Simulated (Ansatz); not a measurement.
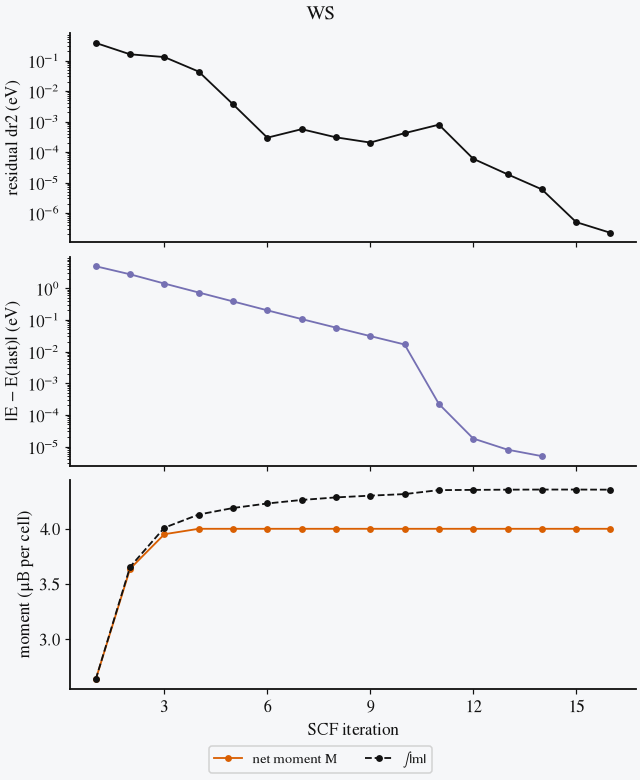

The plot shows the SCF iterations of a calculation: density residual dr2, distance of the Harris–Foulkes energy from its last value, magnetic moments. Energy differences below 3 × 10⁻⁶ eV aren't drawn. dr2 is the charge part; the magnetisation has a residual of its own.

Program: Ansatz.

```
crystal:
  lattice:
    - [0.0, 2.7299472644, 2.7299472644]
    - [2.7299472644, 0.0, 2.7299472644]
    - [2.7299472644, 2.7299472644, 0.0]
  atoms:
    - { symbol: W, position: [0.0, 0.0, 0.0], spin: 1.0 }
    - { symbol: S, position: [0.5, 0.5, 0.5] }
basis:
  ecutwfc: 500
kpoints:
  mp_grid: { grid: [14, 14, 14] }
hamiltonian:
  xc: r2scan
  hubbard: { sites: [{ species: W, l: d, u_eff: 6.2 }] }
scf:
  occupations: { method: gaussian, width: 0.1 }
output:
  forces: true
  stress: true
  eigenvalues: true
  populations: true
  write_density: true
  write_potential: true
  elf: true
  volumetric_format: npy
magnetization:
  spin_polarized: true
```

Command:
```bash
ansatz run input.yaml --threads 1 --pin off --max-ram 2560MiB --backend cpu --events-out ev --progress --plain --runs-dir out
```

Question: Did the calculation converge?

Answer: It did not finish: the time limit cut it off after 16 iterations. The residual is still falling at the last step (down to 2.2 × 10⁻⁷). The program keeps the magnetisation out of the quasi-Newton mixer until iteration 9 and then restarts the mixer with it.

Question: How do the moments develop?

Answer: The net moment goes from 2.6 to 4.0 μB per cell, though in an unconverged run this needn't be final.
